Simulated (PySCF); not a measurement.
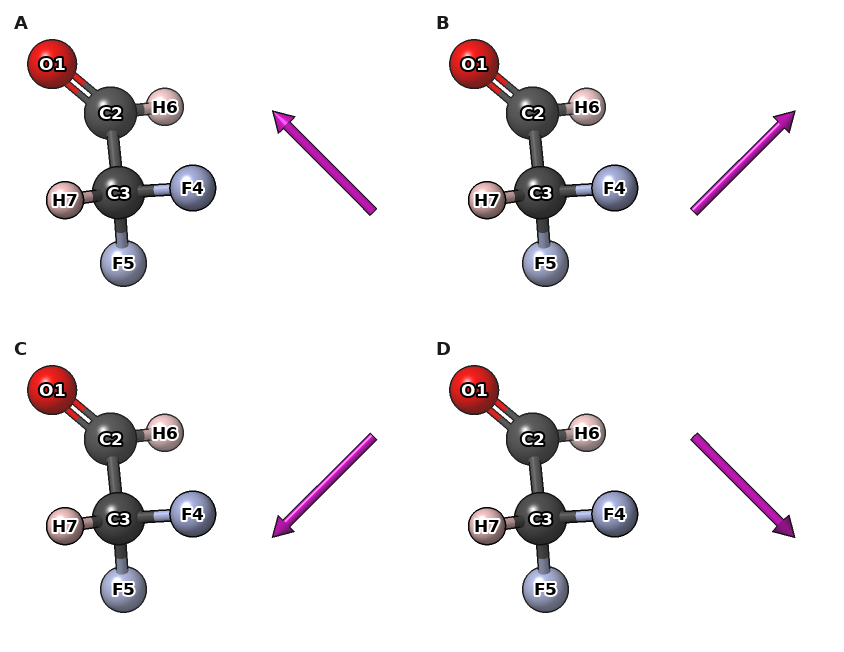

The same molecule four times, each with an arrow. The computed structure is the end point of a GFN2-xTB optimisation. No frequency run is at hand to confirm it as a minimum. Method: PBE0/def2-SVPD, gas phase (PySCF 2.14.0).

Which arrow points along the dipole moment, from the negative to the positive end?

Answer. D. The dipole moment is 0.44 D; it points from the side of O1 to the side of F4, F5 (the outermost atoms at the two ends).
